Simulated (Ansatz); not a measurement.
# FHSi···H₂: what the fields show

Input

```
crystal:
  periodic: [false, false, false]
  atoms:
    - { symbol: Si, position_ang: [0.0, 0.0, 0.0] }
    - { symbol: H, position_ang: [0.9994, 0.0, 1.3254] }
    - { symbol: H, position_ang: [1.5827, 0.0, 0.5009] }
    - { symbol: F, position_ang: [-0.7489, 1.2974, -0.5295] }
    - { symbol: H, position_ang: [-0.6877, -1.1914, -0.4862] }
basis:
  gaussian: { orbitals: def2-mTZVP }
hamiltonian:
  xc: pbe
  dispersion: d4
relax:
  f_tol: 0.15
  max_steps: 25
  restrain:
    - { distance: [1, 2], at: 0.66, k: 30.0 }
    - { distance: [0, 1], at: 2.66, k: 30.0 }
    - { distance: [0, 2], at: 2.66, k: 30.0 }
output:
  orbitals: {}
```

Command:

```sh
ansatz run input.yaml --threads 1 --pin off --max-ram 2048MiB --backend cpu --events-out ev --progress --plain --runs-dir out
```

The fields are those of the run's last geometry, not of the input's.

Not at a stationary point (largest force 1.6 eV/Å).

Level of theory: RKS PBE-D4/def2-mTZVP (Ansatz).

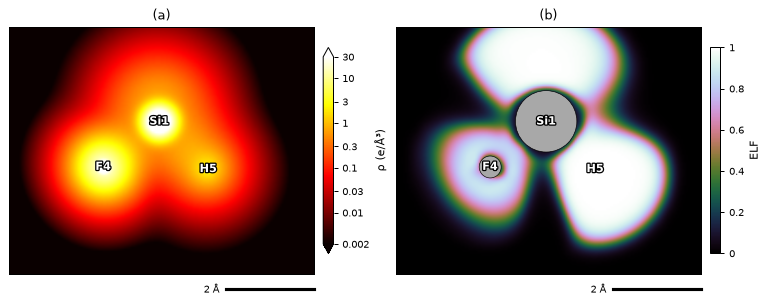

Figure 1. (a) electron density; (b) electron localisation function on the plane of atoms F4, Si1 and H5. Grey discs cover the atomic cores in the ELF map.

> What do the fields say about this system?

Atoms in the plane: Si, F and H.
Si–F (1.65 Å): ρ at the midpoint is about 1 e/Å³; the ELF peaks at about 0.85 in the valence shell of F, 0.6 Å from its nucleus, and is about 0.50 at the midpoint.
Si–H (1.56 Å): the density is about 0.74 e/Å³ at the midpoint; the ELF climbs to about 1 towards the hydrogen, as it does in any bond to H.
The ELF also peaks beside F4 and Si1, away from the bonds: lone-pair regions.

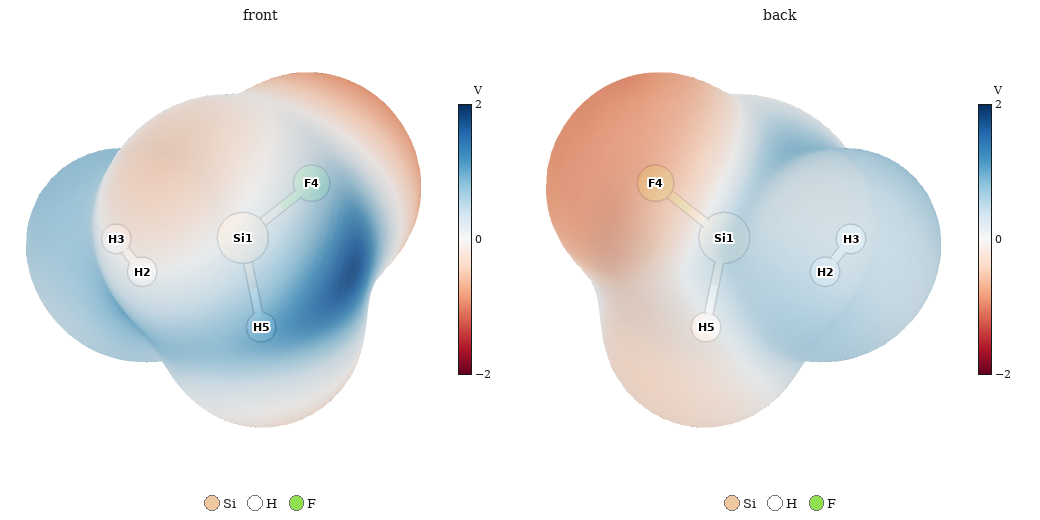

Figure 2. The molecular electrostatic potential painted on the density surface at 0.001 e/bohr³, seen from the front and from behind; red is negative and blue positive.

> Describe the electrostatic potential map.

The most negative region (about −0.9 V, or −21 kcal/mol for a unit charge) lies over F4, the most positive (about +1.7 V, or +39 kcal/mol for a unit charge) over Si1.
